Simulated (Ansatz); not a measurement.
**CH$_{9}$GaN$_{2}$: density, localisation and related maps**

Input file:

```
crystal:
  periodic: [false, false, false]
  atoms:
    - {symbol: C, position_ang: [-0.390147, 0.527292, -0.764580]}
    - {symbol: Ga, position_ang: [1.461538, -0.198273, -0.493626]}
    - {symbol: N, position_ang: [1.569901, -1.931668, 0.329284]}
    - {symbol: N, position_ang: [1.990427, 0.653707, 1.477731]}
    - {symbol: H, position_ang: [-0.398957, 1.636776, -0.780203]}
    - {symbol: H, position_ang: [-1.075881, 0.187403, 0.039963]}
    - {symbol: H, position_ang: [-0.811664, 0.179843, -1.730251]}
    - {symbol: H, position_ang: [2.731126, 0.228318, -1.353715]}
    - {symbol: H, position_ang: [0.692031, -2.468265, 0.328767]}
    - {symbol: H, position_ang: [2.288416, -2.557712, -0.057313]}
    - {symbol: H, position_ang: [2.047611, -0.284739, 1.915504]}
    - {symbol: H, position_ang: [2.899490, 1.125697, 1.575151]}
    - {symbol: H, position_ang: [1.280677, 1.211542, 1.972109]}
basis:
  gaussian:
    orbitals: def2-TZVPD
hamiltonian:
  xc: pbe0
output: {forces: true, orbitals: {seedname: orbitals}}
```

Launched as:

```sh
ansatz run input.yaml --threads 2 --pin off --max-ram 4350MiB --events-out events.jsonl --progress --plain --runs-dir runs
```

Geometry: BLYP-D3(BJ)/def2-SVP.

The calculation used isolated molecule in a Gaussian basis; Kohn-Sham density functional theory, functional PBE0 in Ansatz 0.2.0.

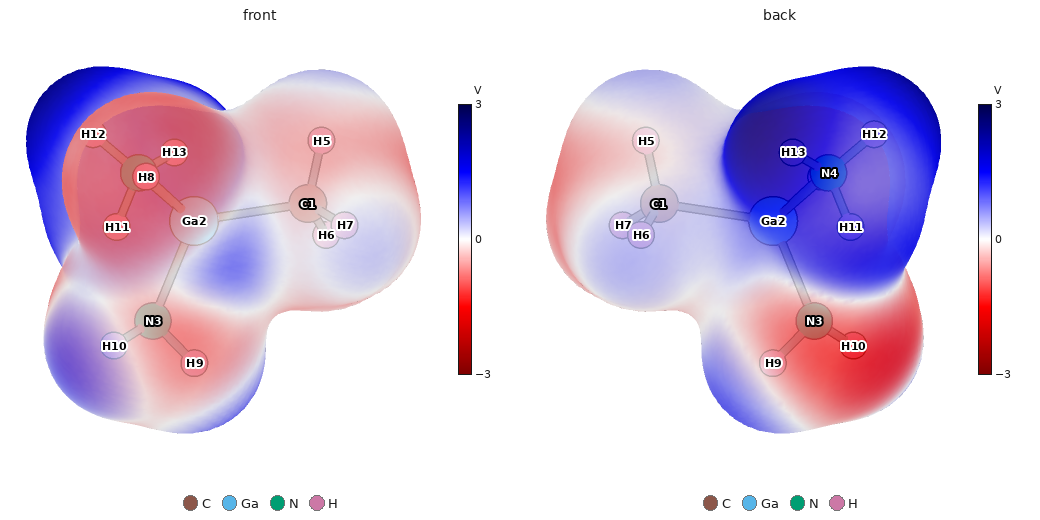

Figure 1. The electrostatic potential painted on the density surface at 0.002 e/bohr³, seen from the front and from behind; the colour scale runs from red (negative) to blue (positive).

### Which sites attract a positive test charge, and which a negative one?

A positive charge is drawn to the negative regions and a negative charge to the positive ones. The most negative region (about −1.4 V) lies over N3, the most positive (about +2.4 V) over H12 and H13. N3 is the likeliest acceptor of a hydrogen bond.

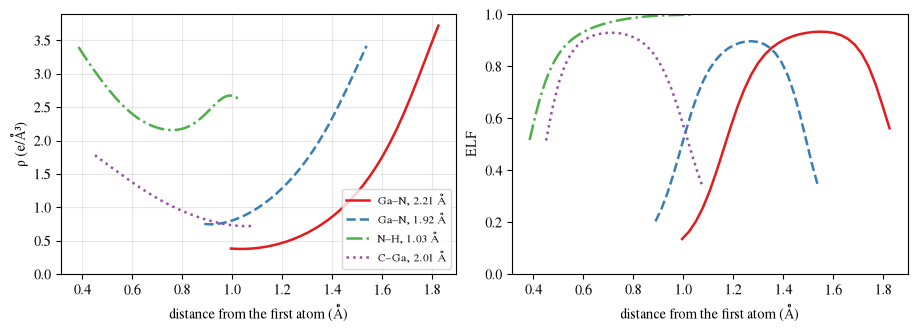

Figure 2. Total electron density and electron localisation function along straight lines between neighbouring atoms. The curves leave out the atomic cores.

### What can be read from the curves?

Ga–N (2.21 Å): ρ is about 0.39 e/Å³ halfway; the ELF peaks at about 0.95 in the valence shell of N, 0.7 Å from its nucleus, and is about 0.30 at the midpoint.
Ga–N (1.92 Å): ρ is about 0.76 e/Å³ halfway; the ELF peaks at about 0.90 in the valence shell of N, 0.6 Å from its nucleus, and is about 0.40 at the midpoint.
N–H (1.03 Å): ρ at the midpoint is about 2.7 e/Å³; the ELF climbs to about 1 towards the hydrogen, as it does in any bond to H; a covalent bond by its length.
C–Ga (2.01 Å): ρ at the midpoint is about 0.73 e/Å³; the ELF peaks at about 0.95 in the valence shell of C, 0.7 Å from its nucleus, and is about 0.55 at the midpoint.

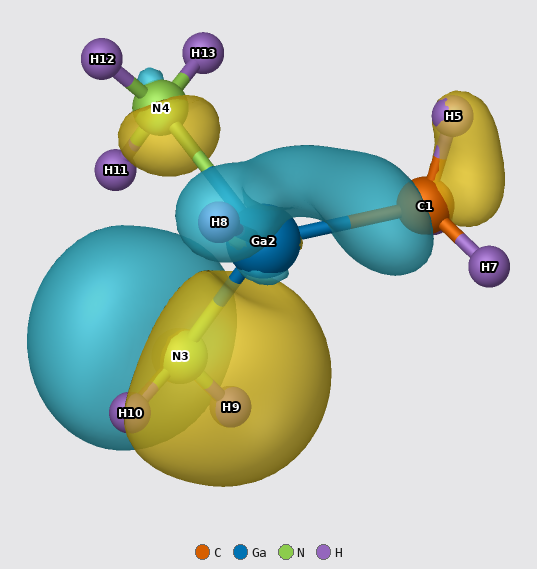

Figure 3. One frontier orbital at ±0.08 Å⁻³ᐟ² (yellow and cyan are the two phases), seen across its widest extent.

### Which orbital is it: HOMO or LUMO?

The HOMO, at −6.48 eV. By Hirshfeld shares it lies mainly on N3 (about 65 %) and Ga2 (about 10 %); largely a lone pair of N3.
